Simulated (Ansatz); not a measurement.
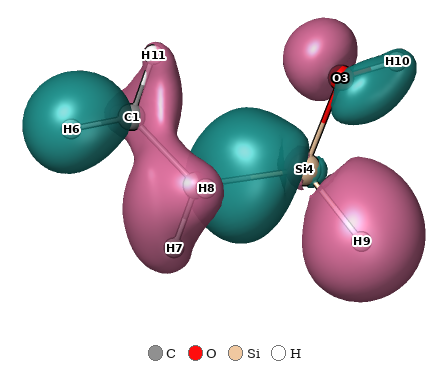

C2H7OSi (SMILES CC[SiH]O) (doublet). One frontier orbital at ±0.1 Å⁻³ᐟ² (teal and pink are the two phases), seen across its widest extent.

Geometry: B3LYP/6-31G*.

Computed with isolated molecule in a Gaussian basis; Kohn-Sham density functional theory, functional PBE0 (Ansatz).

```xyz
11

C    -1.5160   -0.5833    1.6908
C    -0.2103    0.2276    1.6515
O    -0.6864    1.4463   -0.8929
Si    0.4822    0.5506   -0.0817
H    -1.3770   -1.5848    1.2672
H    -1.8776   -0.7053    2.7190
H     0.5737   -0.2735    2.2358
H    -0.3619    1.2107    2.1220
H     1.7704    1.3271    0.0300
H    -0.4673    1.6998   -1.8005
H    -2.3055   -0.0880    1.1158
```

> Which orbital is it: HOMO (β) or LUMO (β)?

The HOMO (β), at −8.32 eV. Its weight (Hirshfeld) is mainly on C2 (about 25 %), Si4 (about 25 %), H9 (about 15 %), C1 (about 10 %), O3 (about 10 %) and H6 (about 5 %).
